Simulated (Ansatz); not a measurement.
# How Al(110) screens a field, part 2 of 2

Aim: image plane and induced charge of Al(110).

Ansatz 0.2.0; plane-wave DFT, PBE, Ansatz PAW.

So far. Step 9 (Atoms held, field 0.4 V/Å): The dipole is 0.376 e·Å.

**10. The response**

This step: plane-wave DFT, PBE, Ansatz PAW; screening of a field by a metal slab (Ansatz 0.2.0).

The dipoles give the slope, and the difference of two potentials shows where the field is screened.

Numbers from this step:

```
equivalent conductor thickness p/(ε₀AE)      : 14.66 Å
distance between the outer atoms             : 11.46 Å
inner field over outer field                 : -0.001527
image plane, upper face                      : 1.619 Å
induced electrons on the upper face over ε₀E : -0.9972
image plane, lower face                      : 1.619 Å
induced electrons on the lower face over ε₀E : 0.9972
```

Dipole of the cell against applied field:

```
applied field (V/Å)  dipole of the cell (e·Å)
             -0.200                    -0.188
             -0.100                   -0.0939
             -0.050                   -0.0470
              0.000                    3.9e-7
              0.050                    0.0470
              0.100                    0.0939
              0.200                     0.188
              0.400                     0.376
```

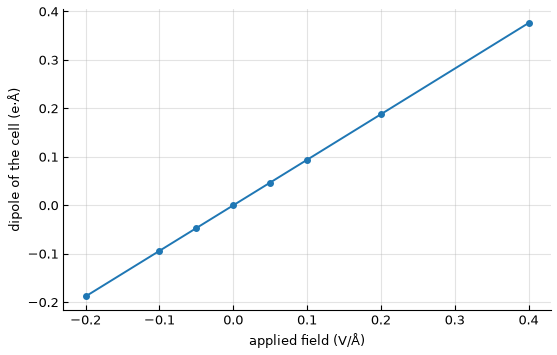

Dipole of the cell against applied field.

Local field over the applied field, running mean. From the potentials at -0.05 and 0.05 V/Å; running mean over 1.432 Å. The local field over applied field by z:

```
z (Å)  local field over applied field
    6                           0.941
    8                           0.246
   10                         0.00185
   12                         0.00181
   14                        -0.00192
   16                          3.6e-5
   18                         0.00335
   20                          8.0e-4
   22                           0.522
   24                           0.977
```

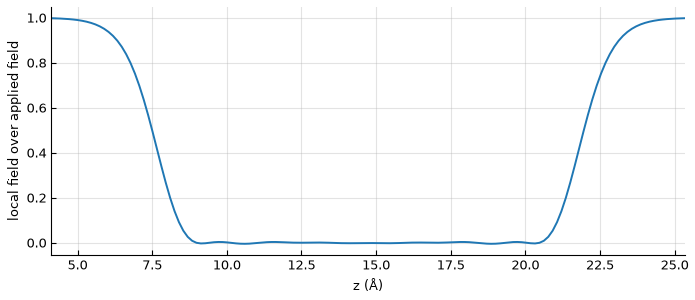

Local field over applied field, plotted against z.

The induced electron density oscillates, so the rows of the table below give means over windows of 2 Å about each position, cut where the curve ends. Its maxima inside the range that stand out by 2 % of the span (Å: e/Å³ per V/Å): 7.8: 0.00353, 10.0: 3.7e-4, 11.8: 1.8e-4, 13.4: 1.3e-4, 15.2: 9.9e-5, 16.8: 1.4e-4, 18.6: 2.8e-4, 20.3: 5.8e-4. Its minima: 9.1: -5.8e-4, 10.9: -2.8e-4, 12.7: -1.4e-4, 14.3: -9.9e-5, 16.1: -1.3e-4, 17.7: -1.8e-4, 19.4: -3.7e-4, 21.6: -0.00353.

Electrons, planar mean, per unit field. Table of induced electron density by z; means over each step:

```
z (Å)  induced electron density (e/Å³ per V/Å)
    6                                   6.5e-4
    8                                  0.00215
   10                                  -5.9e-5
   12                                  -1.3e-5
   14                                   1.5e-5
   16                                   1.1e-5
   18                                   3.6e-5
   20                                  -6.7e-5
   22                                 -0.00246
   24                                  -2.7e-4
```

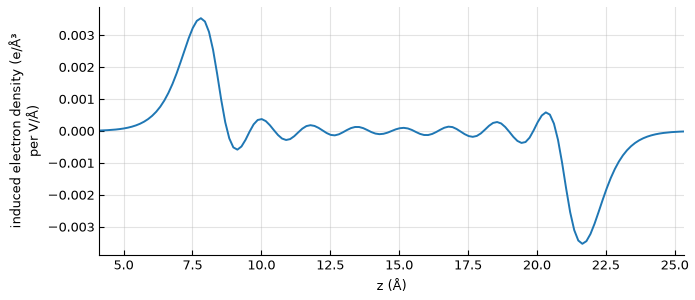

Induced electron density, plotted against z.

By hand: between -0.05 and 0.05 V/Å the dipole changes by 0.09393 e·Å, a slope of 0.9393 e·Å²/V. A perfect conductor of thickness t has p = ε₀AEt, so t = 180.95 × 0.9393 / 11.598 = 14.65 Å (e/ε₀ = 180.95 V·Å, A in Å²). Less the 11.46 Å between the outer atoms, and halved, that puts each image plane 1.60 Å out.

The induced dipole is that of a conductor 14.66 Å thick.

**11. The same run with other settings**

This step: plane-wave DFT, PBE, Ansatz PAW, but for the change named below (Ansatz 0.2.0).

An input spoilt on purpose, to show how the run answers: it repeats the earlier run at 0.05 V/Å with hamiltonian.hubbard to sites: [species: Al, l: f, u_eff: 30.0], and scf.max_iter set to 100.

Input file input.yaml:

```yaml
crystal:
  lattice:
    - [4.05, 0.0, 0.0]
    - [0.0, 2.8637824638, 0.0]
    - [0.0, 0.0, 29.4551298552]
  atoms:
    - { symbol: Al, position: [0.0, 0.0, 0.3055494932] }
    - { symbol: Al, position: [0.5, 0.5, 0.3541621199] }
    - { symbol: Al, position: [0.0, 0.0, 0.4027747466] }
    - { symbol: Al, position: [0.5, 0.5, 0.4513873733] }
    - { symbol: Al, position: [0.0, 0.0, 0.5] }
    - { symbol: Al, position: [0.5, 0.5, 0.5486126267] }
    - { symbol: Al, position: [0.0, 0.0, 0.5972252534] }
    - { symbol: Al, position: [0.5, 0.5, 0.6458378801] }
    - { symbol: Al, position: [0.0, 0.0, 0.6944505068] }
kpoints:
  mp_grid: { grid: [12, 18, 1] }
hamiltonian:
  xc: pbe
  hubbard: { sites: [{ species: Al, l: f, u_eff: 30.0 }] }
scf:
  occupations: { method: fermi_dirac, width: 0.1 }
  convergence: { dr2_threshold: 1.0e-10 }
  max_iter: 100
efield:
  axis: 3
  dipole_correction: true
  ramp_position: 0.97
  ramp_width: 0.06
  amplitude: 0.05
output:
  forces: true
  write_potential: true
  write_density: true
  volumetric_format: npy
```

On the command line:

```
$ ansatz run input.yaml --threads 2 --pin off --max-ram 3072MiB --backend cpu --events-out ev --progress --plain --runs-dir out
```

Numbers of over 12 decimals in the logs are rounded to 6 here.

What it wrote:

```text
Error: inconsistent input (hamiltonian.hubbard.sites[].l, hamiltonian.hubbard.sites[].shell): the file of Al doesn't list 4f, and it can't be added: PBE doesn't bind the shell 4f of the free atom, whose level lies at +1.02 eV. Type an atom or ion with it (hamiltonian.pseudopotentials.projection_atoms), take another file or name another shell
```

It took 0.07 s on 2 threads of Arm Neoverse V1, shared host; peak memory 0.065 GiB.

The input was rejected at the start.

The program's message: “Error: inconsistent input (hamiltonian.hubbard.sites[].l, hamiltonian.hubbard.sites[].shell): the file of Al doesn't list 4f, and it can't be added: PBE doesn't bind the shell 4f of the free atom, who …”

The fault put into the input: a U on a shell that isn't there.

**12. Varying the input**

This step: plane-wave DFT, PBE, Ansatz PAW (Ansatz 0.2.0).

Another changed input: it repeats the earlier run at 0.05 V/Å with efield.dipole_correction from true to false.

Changes to input.yaml since step 11:

```diff
@@ -19,3 +19,2 @@
   xc: pbe
-  hubbard: { sites: [{ species: Al, l: f, u_eff: 30.0 }] }
 scf:
@@ -23,6 +22,5 @@
   convergence: { dr2_threshold: 1.0e-10 }
-  max_iter: 100
 efield:
   axis: 3
-  dipole_correction: true
+  dipole_correction: false
   ramp_position: 0.97
```

What it wrote:

```text
[...]
Crystal: 9 atoms, lattice volume = 341.630 Å³
Basis set: ecut = 420 eV, 6703 PW (Γ), exchange–correlation on 60×40×400 points (8 copies of the dense FFT grid, shifted against one another)
Bands: 23, of which v1, the nominal top of the filled ones, is band 14 counted from 1 (13 counted from 0)
Symmetry: 4 space group operations
k-points: 70 of 216
[...]
SCF iter   1: F=—  HF=-4836.233677 eV  |F-HF|=—  |Δ(HF+E_count)|=         —  Δρ=3.59e-3  dr2=4.52e0  ethr=1.77e-3  p=0.000 e·Å  V_vac-E_F(+/−)=4.69/3.34 eV  ⟨swp⟩=9.4  Hψ=11171  notcnv=0  defer=11
[...]
SCF iter   8: F=-4836.151633 eV  HF=-4836.151633 eV  |F-HF|=2.83e-10  |Δ(HF+E_count)|=   3.61e-9  Δρ=8.44e-8  dr2=4.86e-11  ethr=1.00e-12  p=0.093 e·Å  V_vac-E_F(+/−)=4.73/3.49 eV  ⟨swp⟩=16.6  Hψ=11771  notcnv=0
SCF 1 converged in 8 iterations: F = -4836.151633 eV  dr2 = 4.86e-11
[...]
SCF converged after 8 iterations
Free energy (F): -4836.151633 eV
[...]
Internal energy: -4836.026634 eV  (E = F + TS)
E sigma→0 (E₀):  -4836.089134 eV
Entropy (-TS):   -0.124999 eV (-13.889 meV/atom)
Fermi energy:    1.161132 eV
Dipole field:    D = 0.049513 V/Å  (p = 0.093478 e·Å, saw-weighted)
Work function:   not extracted (applied field tilts the vacuum); planar V_es + V_field profile in the machine report
[...]
--- Forces (eV/Å), atoms counted from 1 ---
  atom   1  Al     0.00000000     0.00000000     0.17651505
  atom   2  Al     0.00000000     0.00000000    -0.13911535
  atom   3  Al     0.00000000     0.00000000     0.00834540
  atom   4  Al     0.00000000     0.00000000    -0.09441086
  atom   5  Al     0.00000000     0.00000000     0.00014009
  atom   6  Al     0.00000000     0.00000000     0.09407322
  atom   7  Al     0.00000000     0.00000000    -0.00885056
  atom   8  Al     0.00000000     0.00000000     0.13983182
  atom   9  Al     0.00000000     0.00000000    -0.17652913
  max |Σ_I F_I| component: 3.22e-7 eV/Å
--- Band table (eV; the first three rows and the last of 70) ---
  k-point 0: bands = [... 10 lower, -0.0567, 0.2367, 0.4258, 1.1973, 1.3573, 2.2477, 2.7466, 2.8364, ... 5 higher]
  k-point 1: bands = [... 10 lower, -0.0057, 0.2855, 0.4786, 1.2483, 1.4089, 2.2885, 2.7977, 2.8855, ... 5 higher]
  k-point 2: bands = [... 10 lower, 0.1474, 0.4281, 0.6354, 1.4015, 1.5613, 2.3851, 2.9510, 3.0288, ... 5 higher]
  k-point 69: bands = [... 10 lower, -1.6584, -1.1999, -0.6043, -0.5690, -0.5002, 0.4243, 0.5719, 1.3923, ... 5 higher]
```

It took 35 s on 2 threads; peak memory 0.76 GiB; 69 s of CPU time.

```
                     quantity  this run  earlier run  difference
dipole along the normal (e·Å)   0.09348      0.04697       0.047
```

With the dipole correction off, the periodic images add a field of their own to the typed one.

It moves by +0.0465 e·Å.

These numbers are not those of the isolated slab.

**13. Results**

```json
{
 "work function": "4.14 eV",
 "image plane, upper face": "1.62 Å",
 "induced electrons on the upper face over ε₀E": "-0.997",
 "equivalent conductor thickness p/(ε₀AE)": "14.7 Å",
 "inner field over outer field": "-0.00153"
}
```

**Reading.** The induced charge has its centre 1.62 Å outside the outermost atoms; this is the plane from which a capacitor's gap or an image potential counts. The equivalent conductor thickness exceeds the distance between the outer atoms by 3.20 Å, about the sum of the two image-plane distances. In the middle of the slab the field is screened to under 0.5 % of its outer value. The atoms are held at bulk positions with the tabulated experimental lattice constant.

[Logs are printed without paths, hosts, clocks, repeated set-up lines and the standing remarks that a program may print on its own settings, such as how far it seeks lower states.]

[Hosts, paths, dates, database ids (printed as entryN), source tags and the programs' standing remarks are cut or masked in the printed files.]

[Maps of the electrostatic potential energy from Ansatz leave out the sawtooth potential of an applied field or a dipole correction, so their vacuum need not be flat; planar profiles and work functions include it.]
